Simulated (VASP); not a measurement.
Band structure of V (bcc). Level of theory: RPBE GGA, VASP's PBE PAW potentials (set 64) (plane waves; VASP).

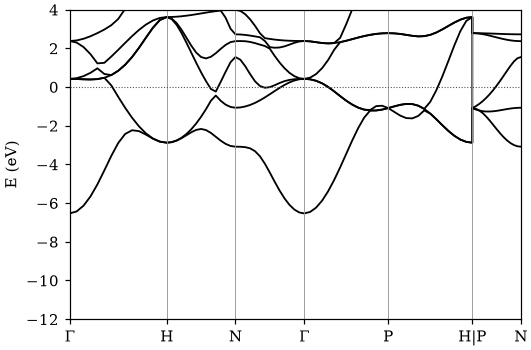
Fig. 1. Bands along high-symmetry lines, zero at the valence-band maximum or, without a gap, the Fermi level

Task: Read the plot: is there a gap, and where are the band edges?

Result: It has no gap at this level: it comes out as a metal or semimetal. (Edges off the drawn lines would not show.)

The compound is V in the bcc structure. It was relaxed first. The run is not spin-polarised, so no magnetic state was tried.
